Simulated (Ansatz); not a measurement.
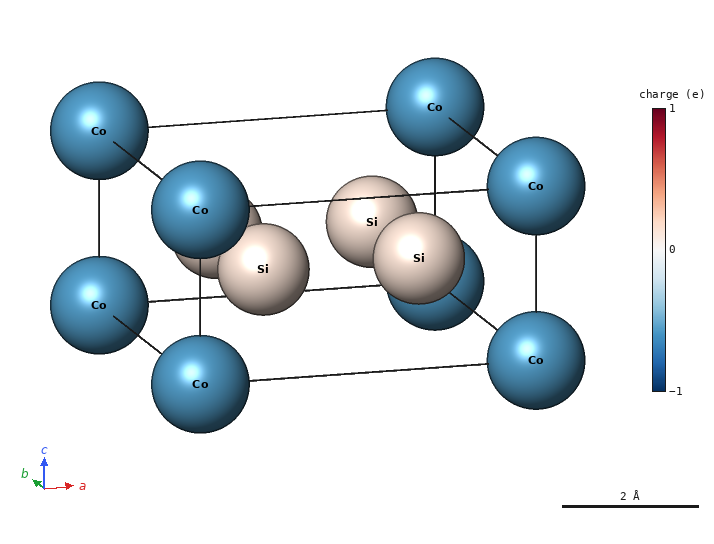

The image is a spheres-only drawing of a crystal, viewed slightly off an axis. The frame is the simulation cell; atoms at its boundary are shown with their periodic copies. The atoms of this CoSi$_{4}$ cell are coloured by their Bader charge.

Run with DFT PBE, scalar-relativistic, plane waves, PAW (Ansatz 0.2.0) and these settings: wavefunction cutoff 420 eV, an 8×8×14 k-point grid, Gaussian smearing of 0.1 eV, no spin polarisation (a spin-restricted run, not always the ground state).

### Which element is the most positive, and which the most negative?

Most positive: Si; most negative: Co. Charges: about Co -0.6 e; Si +0.1 e.

Its origin is a random cell made by a generator, so it need not be a real form of the compound. Earlier steps of the study may have refined or changed the cell and positions. A calculation with Ansatz used it as input.
